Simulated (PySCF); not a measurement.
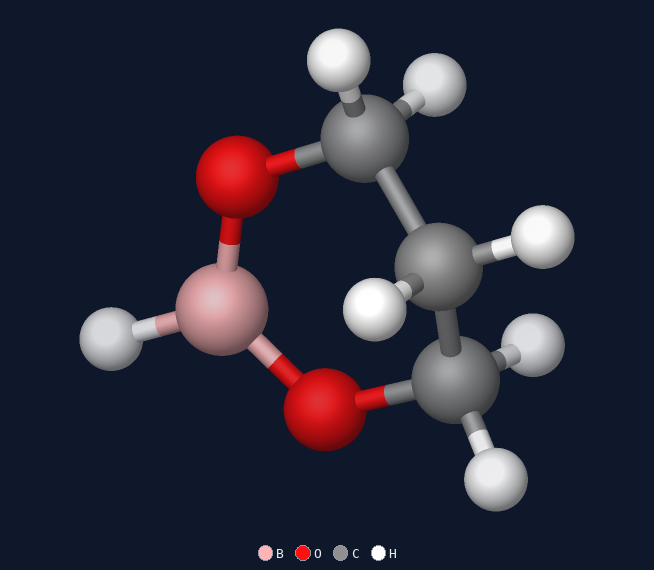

Ball-and-stick drawing of a structure.

The computed structure is the end point of a PBE0-D3(BJ)/def2-SVP optimisation. No frequency run is at hand to confirm it as a minimum.

Identify the structure.

Formula C₃H₇BO₂. As SMILES it reads `B1OCCCO1`. Independent rings (smallest set): 1 of 6 members. Among its groups: B–H bond. The point group is Cs. Coordination: 1 B trigonal planar; 2 O bent; 3 C tetrahedral.

The parts below concern this one geometry. Atoms keep their numbers from picture to picture.

## Dipole moment

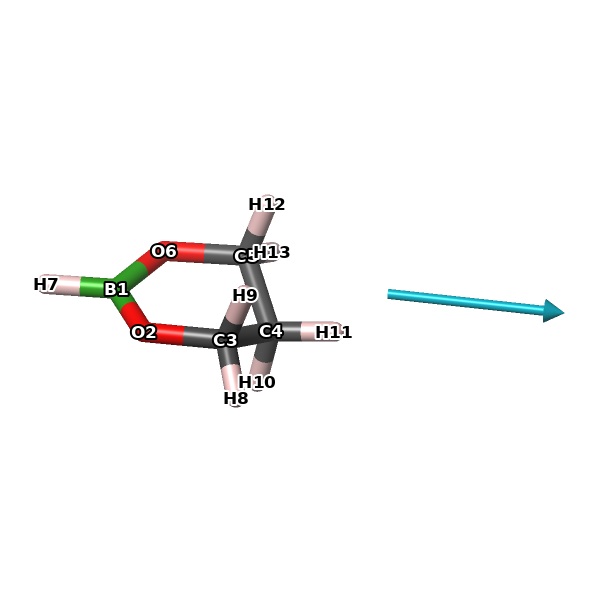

The arrow beside the molecule shows the direction of the dipole moment, from the negative to the positive end (its length means nothing). No frequency run is at hand to confirm it as a minimum. Properties computed with B3LYP/pcSseg-1, gas phase (PySCF 2.14.0).

How large is the dipole moment?

3.20 D; it points from the side of H7 to the side of H11 (the outermost atoms at the two ends).

## Levels of theory compared

No frequency run is at hand to confirm it as a minimum. Program: PySCF 2.14.0.

Tabulate HOMO energy (eV) at these levels: B3LYP/pcSseg-1; B97-D/pcSseg-1; KT2/pcSseg-1; KT3/pcSseg-1; PBE0/pcSseg-1; mPW1PW91/pcSseg-1.

```tsv
level	HOMO energy (eV)
B3LYP/pcSseg-1	−8.09
B97-D/pcSseg-1	−6.82
KT2/pcSseg-1	−6.90
KT3/pcSseg-1	−6.93
PBE0/pcSseg-1	−8.34
mPW1PW91/pcSseg-1	−8.39
```

## NMR shielding

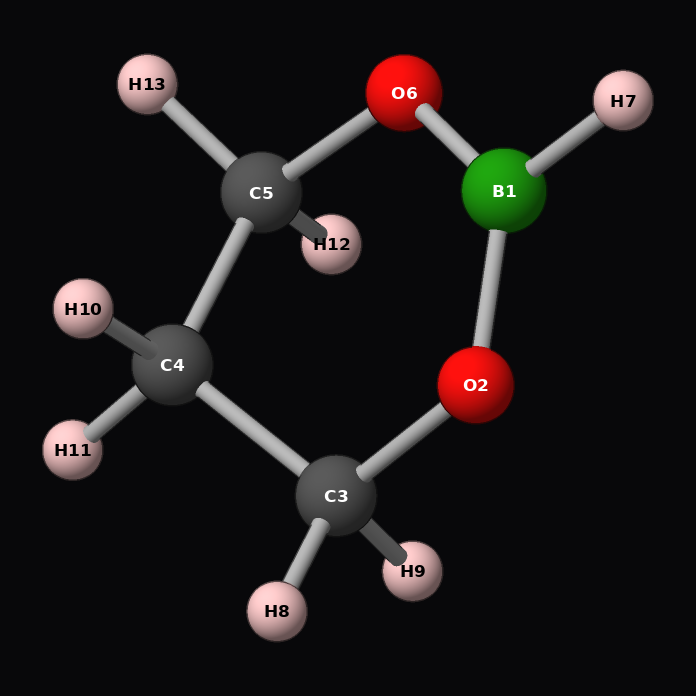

The questions are on isotropic NMR shieldings of the H atoms. No frequency run is at hand to confirm it as a minimum. Level of theory: GIAO mPW1PW91/pcSseg-1 NMR shielding, non-relativistic, gas phase (PySCF 2.14.0).

Which H atom is the most shielded (lowest chemical shift)?

H11 (29.91 ppm).

Which H atom is the least shielded (highest chemical shift)?

H7 (27.26 ppm).

How wide is the range of H shifts?

2.65 ppm.

List the isotropic NMR shieldings of the H atoms.

| atom | σ (ppm) |
| --- | --- |
| H7 | 27.26 |
| H8 | 27.37 |
| H9 | 27.43 |
| H10 | 29.39 |
| H11 | 29.91 |
| H12 | 27.42 |
| H13 | 27.37 |
